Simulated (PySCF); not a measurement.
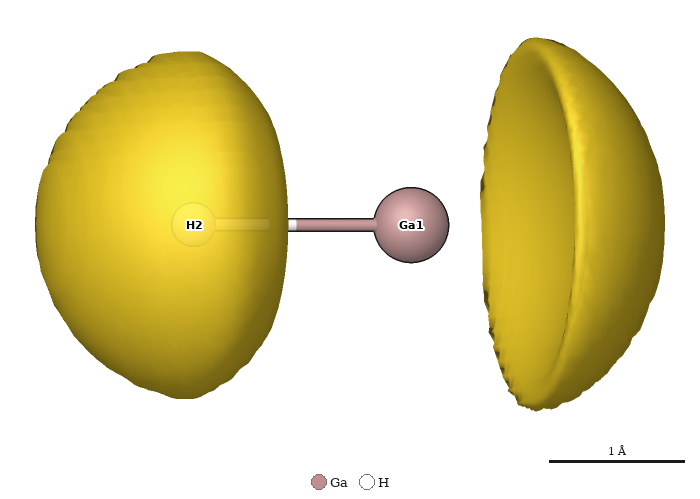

Figure 1: GaH (charge +1, doublet). Isosurface of the electron localisation function at 0.85 (yellow), seen from one side. Only the valence region is drawn (cores and ρ < 0.01 e/Å³ removed).

Theory: PBE0/cc-pVTZ(-PP), non-relativistic Hamiltonian with scalar-relativistic core potentials where named, at a bond length of 1.679 Å in PySCF 2.14.0.

### What do the ELF domains correspond to?

At this value the surface marks out one region around a hydrogen nucleus and one lobe on Ga, pointing away from the bonds (non-bonding electrons). Along the contacts the grid gives the following. Ga–H (1.68 Å): the ELF climbs to about 1 towards the hydrogen.
